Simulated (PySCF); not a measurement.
## Electronic structure of C6H10OSi in real space

Input file:

```
{"job": {"kind": "uv", "xc": "CAM-B3LYP", "basis": "def2-SVPD", "nstates": 8, "ntriplets": 3}, "charge": 0, "multiplicity": 1}
C      2.715907    -0.942832    -0.372064
C      1.942468     0.104234    -0.144208
C      0.633237     0.348670    -0.799534
O      0.446189     1.757273    -1.009459
C     -0.646005     2.257718    -0.423730
C     -1.488174     1.496826     0.285654
Si    -0.849819    -0.255762     0.306644
C     -1.892373    -1.588272    -0.553766
H      2.452463    -1.690637    -1.102213
H      3.634853    -1.100029     0.164817
H      2.219067     0.847484     0.591493
H      0.616992    -0.119172    -1.788800
H     -0.748435     3.320014    -0.604449
H     -2.361467     1.917216     0.747094
H     -0.352743    -0.749100     1.599557
H     -2.744269    -1.855383     0.062730
H     -2.272462    -1.250064    -1.513603
H     -1.314189    -2.491866    -0.722580
```

Command:

```sh
OMP_NUM_THREADS=1 python probes_run.py task.json out
```

Geometry: GFN2-xTB.

The calculation used CAM-B3LYP/def2-SVPD, SCF density, gas phase (PySCF).

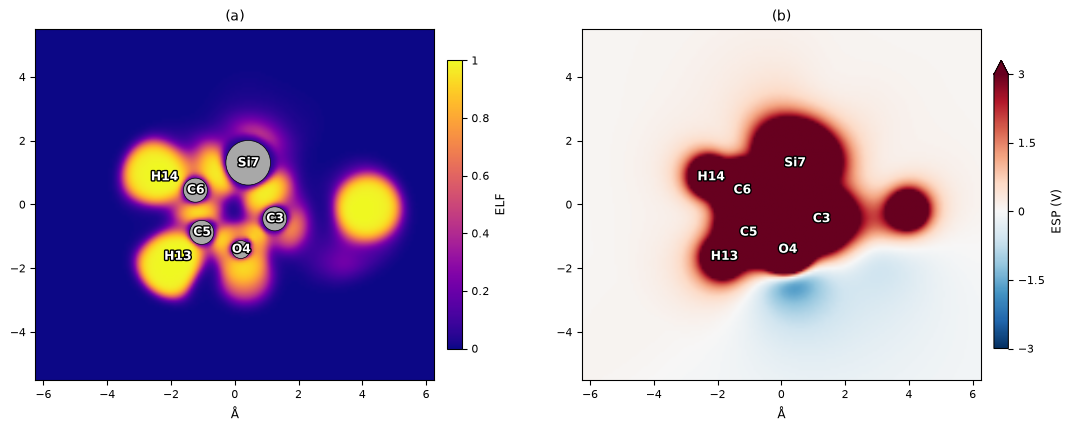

Figure 1. (a) ELF; (b) molecular electrostatic potential on the plane of atoms C5, C6 and Si7. Grey discs cover the atomic cores in the ELF map.

Question: What does the map show?

Answer: The plane passes through C, O, Si and H nuclei. C–C (1.34 Å): the ELF peaks at about 0.90 between the atoms; a short, multiple covalent bond. C–O (1.34 Å): the ELF peaks at about 0.90 between the atoms, as expected for a shared but strongly polarised pair. C–Si (1.87 Å): the ELF peaks at about 0.95 between the atoms; a covalent bond. C–H (1.07 Å): the ELF climbs to about 1 towards the hydrogen, as it does in any bond to H: a covalent bond by its length. C–O (1.44 Å): the ELF peaks at about 0.90 between the atoms (a shared but strongly polarised pair). The ELF also peaks beside O4, away from the bonds: lone-pair regions. Outside the dense part of the molecule the potential is most negative (−1.7 V) near O4.

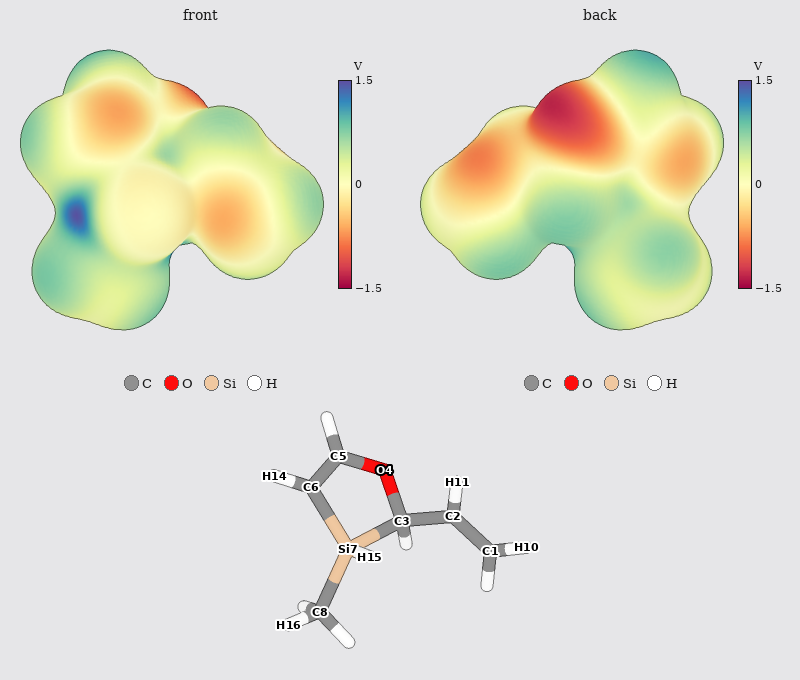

Figure 2. The molecular electrostatic potential painted on the density surface at 0.002 e/bohr³, seen from the front and from behind; the colour scale runs from red (negative) to blue (positive). The bare structure is drawn below in the same view.

Question: Which sites attract a positive test charge, and which a negative one?

Answer: A positive charge is drawn to the negative regions and a negative charge to the positive ones. The most negative region (about −1.3 V) lies over O4, the most positive (about +1.2 V) over Si7. O4 is the likeliest acceptor of a hydrogen bond.
